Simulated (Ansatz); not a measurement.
**Single-point calculation of C2H5BClN**

C2H5BClN, SMILES C=NBCCl, computed with RKS wB97M-V/def2-TZVPP (Ansatz 0.2.0).

The geometry comes from this level: PBE0-D4/def2-TZVP. Figures and captions count atoms from 1; the log counts them from 0 in places.

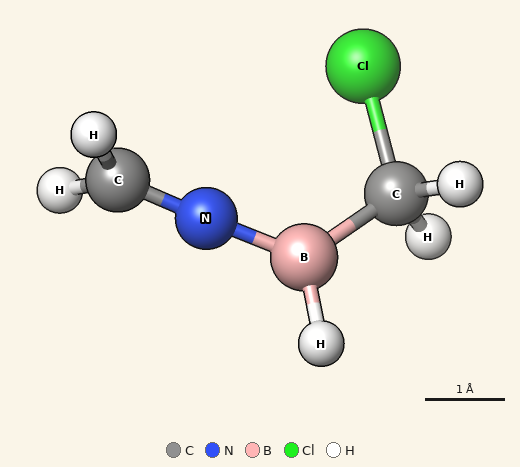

Figure 1. The structure (ball-and-stick view, seen at a tilt). Bond lengths as drawn: B–C 1.58 Å, B–H 1.20 Å, B–N 1.35 Å, C–Cl 1.78 Å, C–H 1.09 Å and C–N 1.24 Å.

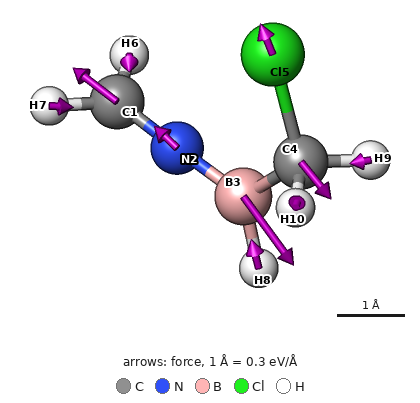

Figure 2. Forces on the atoms as pink arrows (ball-and-stick view, seen at a tilt; atoms are numbered from 1 in the order of the input). The largest act on B3 (0.39 eV/Å); C1 (0.28 eV/Å); C4 (0.22 eV/Å); Cl5 (0.16 eV/Å), among others. The geometry is not a stationary point of this energy.

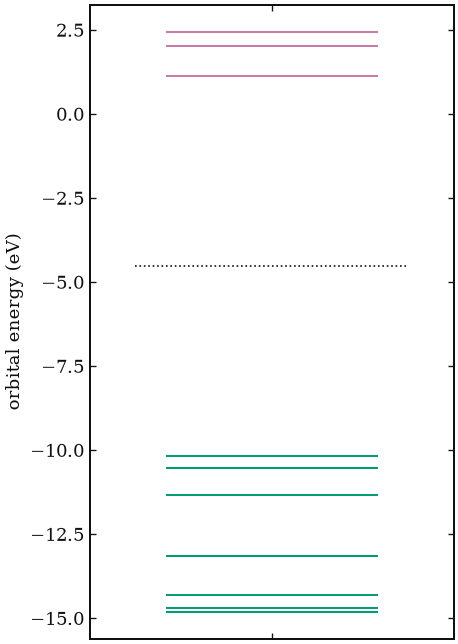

Figure 3. Orbital energies near the frontier; the dotted line parts filled from empty levels, and levels within 0.02 eV of each other stand side by side. Highest filled −10.17 eV, lowest empty 1.13 eV, 11.30 eV apart.

These pictures come from the run below.

The input:
```yaml
crystal:
  periodic: [false, false, false]
  atoms:
    - {symbol: C, position_ang: [-0.277143, 1.697521, 1.146928]}
    - {symbol: N, position_ang: [-0.484064, 0.680641, 0.469886]}
    - {symbol: B, position_ang: [-0.666528, -0.433175, -0.272247]}
    - {symbol: C, position_ang: [0.538199, -1.268223, -0.857096]}
    - {symbol: Cl, position_ang: [2.164290, -0.642477, -0.472235]}
    - {symbol: H, position_ang: [-0.199194, 2.685480, 0.683769]}
    - {symbol: H, position_ang: [-0.166283, 1.646580, 2.234022]}
    - {symbol: H, position_ang: [-1.786205, -0.800992, -0.494804]}
    - {symbol: H, position_ang: [0.464651, -1.320423, -1.945936]}
    - {symbol: H, position_ang: [0.495379, -2.296134, -0.489286]}
basis:
  gaussian: {orbitals: def2-TZVPP}
hamiltonian: {xc: {name: wB97M-V}}
output: {forces: true, orbitals: {seedname: orbitals}}
```

Launched with:
```bash
ansatz run in.yaml --threads 4 --pin off --events-out ev --progress --plain --max-ram 10444MiB
```

Log:
```
Functional definition: wB97M-V
  name "wB97M-V"
  cite "Mardirossian & Head-Gordon, J. Chem. Phys. 144, 214110 (2016) doi:10.1063/1.4952647"
  cite "Becke, J. Chem. Phys. 107, 8554 (1997) doi:10.1063/1.475007"
  cite "Vydrov & Van Voorhis, J. Chem. Phys. 133, 244103 (2010) doi:10.1063/1.3521275"
  # Of w^i u^j: cxij and so on, Table III.
  parameter omega = 0.3/bohr
  parameter cx = 0.15
  parameter cx01 = 1.007
  parameter cx10 = 0.259
  parameter css00 = 0.443
  parameter css04 = -1.437
  parameter css10 = -4.535
  parameter css20 = -3.390
  parameter css43 = 4.278
  parameter cos00 = 1.000
  parameter cos10 = 1.358
  parameter cos20 = 2.924
  parameter cos21 = -8.812
  parameter cos60 = -1.390
  parameter cos61 = 9.142
  parameter b = 6.0
  parameter c = 0.01
  gx(w, u) = 1 - cx + cx01*u + cx10*w
  gss(w, u) = css00 + css04*u^4 + css10*w + css20*w^2 + css43*w^4*u^3
  gos(w, u) = cos00 + cos10*w + (cos20 + cos21*u)*w^2 + (cos60 + cos61*u)*w^6
  exchange = spin_sum(e_x_unif_sr(omega)*gx(b97_w, b97_u_x)) + cx*exact_x_sr(omega) + exact_x_lr(omega)
  correlation = spin_sum(e_c_pw_mod_same_spin*gss(b97_w, b97_u_same))
      + integral(e_c_pw_mod_opposite_spin*gos(b97_w_opposite, b97_u_opposite)) + vv10(b, c)
1289 factors; their error is unknown
300 factors; integrals over basis functions are off by at most 1.7e-5 eV
mean field evaluation 1: about -16839.6965 eV, gradient 4.5e1 eV
mean field evaluation 2: about -16839.8805 eV, gradient 4.6e1 eV
mean field evaluation 4: about -16844.0012 eV, gradient 2.0e0 eV
mean field evaluation 8: about -16844.0186 eV, gradient 5.7e-2 eV
mean field evaluation 16: about -16844.0222 eV, gradient 1.3e-4 eV
mean field -16844.02216240 eV, -619.0063971798 hartree, gradient 3.2e-5 eV, S^2 0.000000; 0 other end points of the search recorded, 0 dependent functions left out
the calculation of the forces begins
reference -16844.02221364 eV, -619.0063990629 hartree; 23, 23 occupied and 213, 213 virtual orbitals, 1289 factors
Total energy: -16844.02221364 eV, -619.0063990629 hartree
Atom 0 at    -0.277143     1.697521     1.146928 Å, force     0.045860     0.226321     0.150841 eV/Å
Atom 1 at    -0.484064     0.680641     0.469886 Å, force     0.047564     0.122084     0.080716 eV/Å
Atom 2 at    -0.666528    -0.433175    -0.272247 Å, force    -0.214808    -0.274728    -0.179368 eV/Å
Atom 3 at     0.538199    -1.268223    -0.857096 Å, force    -0.107376    -0.164400    -0.107622 eV/Å
Atom 4 at     2.164290    -0.642477    -0.472235 Å, force     0.130009     0.076569     0.048487 eV/Å
Atom 5 at    -0.199194     2.685480     0.683769 Å, force    -0.011172    -0.112333     0.030812 eV/Å
Atom 6 at    -0.166283     1.646580     2.234022 Å, force    -0.014293    -0.014281    -0.115222 eV/Å
Atom 7 at    -1.786205    -0.800992    -0.494804 Å, force     0.134347     0.051978     0.031846 eV/Å
Atom 8 at     0.464651    -1.320423    -1.945936 Å, force    -0.003531    -0.005292     0.103936 eV/Å
Atom 9 at     0.495379    -2.296134    -0.489286 Å, force    -0.006598     0.094082    -0.044427 eV/Å
Dipole moment:    -0.277515     0.241073     0.167428 e Å
```

Summary:

```json
{"quantity": "outcome", "value": "converged"}
{"quantity": "total energy", "value": "−16844.0222 eV"}
{"quantity": "SCF solution under orbital rotations", "value": "stable"}
{"quantity": "HOMO", "value": "−10.17 eV"}
{"quantity": "LUMO", "value": "1.13 eV"}
{"quantity": "largest force (length of the vector)", "value": "0.392 eV/Å"}
{"quantity": "dipole moment", "value": "1.94 D"}
{"quantity": "hardware", "value": "4 threads of Intel Xeon, 163 GiB of memory available, shared host"}
{"quantity": "wall time", "value": "6.5 s (CPU time 21 s)"}
{"quantity": "peak memory", "value": "0.79 GiB"}
```
